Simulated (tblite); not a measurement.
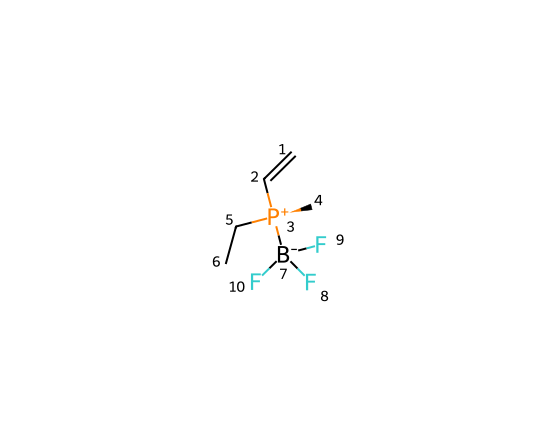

A structural formula, with wedges where it has stereocentres; small numbers name the atoms. The configuration is that of a computed structure (GFN2-xTB).

Question: What are the Cahn–Ingold–Prelog descriptors?

Answer: P3: S.
